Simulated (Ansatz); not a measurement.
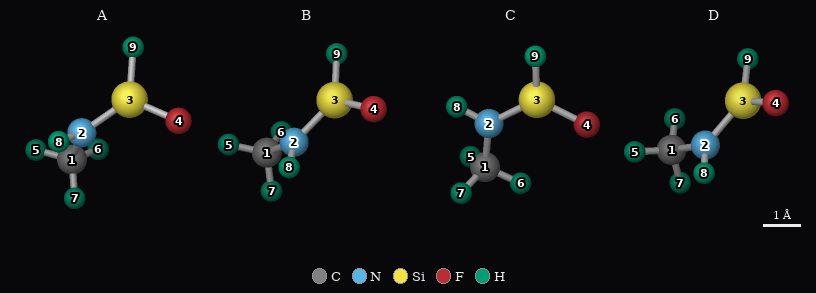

4 geometries from a converged minimum-energy path of CH5FNSi (charge +1), shuffled. A ball-and-stick model, seen from a free direction.

All numbers below come from RKS B3LYP/6-31G* in Ansatz. Run with 5 movable images; climbing image; force threshold 0.05 eV/Å; iteration limit 60; starting path by image-dependent pair potential.

**One of them is the converged climbing image. Which?**

A. In order along the path, whose images run from 0 to 6: D (image 0, 0.0 kcal/mol), B (image 1, +2.8 kcal/mol), A (image 3, +18.1 kcal/mol), C (image 6, −0.3 kcal/mol). The motion is a rotation about the N2–Si3 bond by about 180°. No bond forms or breaks between the ends. Bond angles that change up to the highest image, for instance: F4–Si3–H9 118.3° → 110.8°, N2–Si3–F4 118.6° → 123.4°.
